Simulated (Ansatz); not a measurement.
System: B₂H₄S (SMILES BSB).

Input

```
crystal:
  periodic: [false, false, false]
  atoms:
    - { symbol: B, position_ang: [-1.2223, -0.1735, -0.4721] }
    - { symbol: S, position_ang: [-0.4039, -0.7185, 1.0769] }
    - { symbol: B, position_ang: [-1.98147, -1.5203, 1.6574] }
    - { symbol: H, position_ang: [-1.2077, -0.802, -1.4503] }
    - { symbol: H, position_ang: [-1.8079, 0.9151, -0.5177] }
    - { symbol: H, position_ang: [-2.20601, -2.68434, 1.44092] }
    - { symbol: H, position_ang: [-2.78588, -0.91924, 2.33543] }
basis:
  gaussian: { orbitals: def2-SVP }
hamiltonian:
  xc: cam_b3lyp
  dispersion: d4
relax:
  f_tol: 0.015
  max_steps: 40
output:
  orbitals: {}
```

Launched as:

```sh
ansatz run input.yaml --threads 1 --pin off --max-ram 2048MiB --backend cpu --events-out ev --progress --plain --runs-dir out
```

The fields are those of the relaxed geometry.

Computed with Ansatz, RKS CAM-B3LYP-D4/def2-SVP.

### What can the converged electron density and electron localisation function tell about the bonding?

B–S (1.80 Å): ρ at the midpoint is about 1.3 e/Å³; the ELF peaks at about 0.95 between the atoms (a covalent bond).
B–H (1.20 Å): ρ is about 1.2 e/Å³ halfway; the ELF climbs to about 1 towards the hydrogen, as it does in any bond to H: a covalent bond by its length.

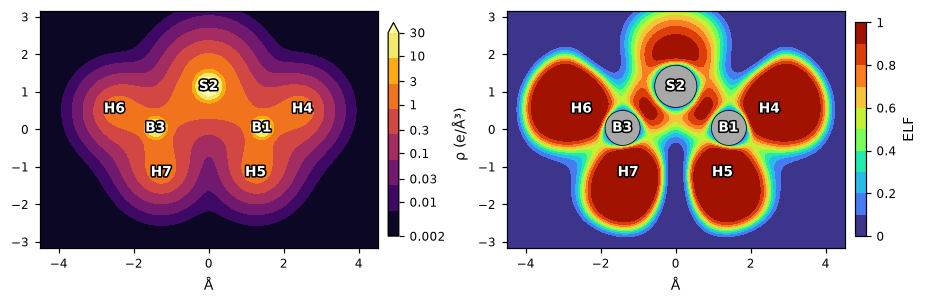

Computed electron density and electron localisation function on the molecular plane, in this order. Grey discs cover the atomic cores in the ELF map. 
